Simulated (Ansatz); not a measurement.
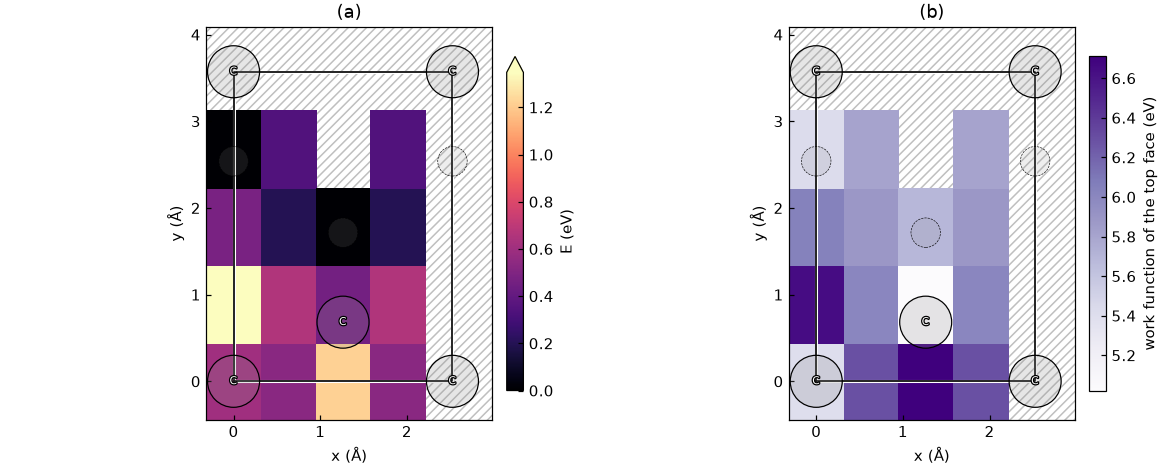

CO on a C(110) slab cut from the Fd-3m phase, its upper half relaxed before the scan (20 atoms of substrate and one adsorbate in a 2 × 1 cell). CO is moved over the surface cell; relaxed at each place: the height of the adsorbate's atoms; substrate rigid; the origin of the map has the adsorbate above C17. Places are given modulo a cell vector. The map is drawn in real space over the plane of the surface. Grid: 4 × 4 points; 11 points were computed and 4 follow by symmetry. At 1 point there is no value. Places are given in fractions of the 1 × 1 surface cell. Energies are in eV, from the lowest grid point. These are results of Ansatz, DFT PBE, scalar-relativistic, plane waves, PAW, not measurements. Settings: cutoff 420 eV, k-mesh 5×8×1, gaussian smearing 0.05 eV, no spin polarisation.

Panel (a) is the energy and panel (b) the computed work function of the top face on the same grid.

The picture shows one coloured cell a grid point, labelled circles for the atoms of the top layer and small ones for the second layer, the outline of one cell of the plane, one colour for all values above the top of the scale, hatched blanks where no value was computed.

How does the work function of the top face vary over the map, and what is it at the lowest grid point?

Answer. It runs from 5.02 eV at (2/4, 1/4) of the cell vectors to 6.71 eV at (2/4, 0/4) of the cell vectors. At the lowest grid point, (2/4, 2/4) of the cell vectors, it is 5.69 eV.

PAW datasets: the set soft_1.
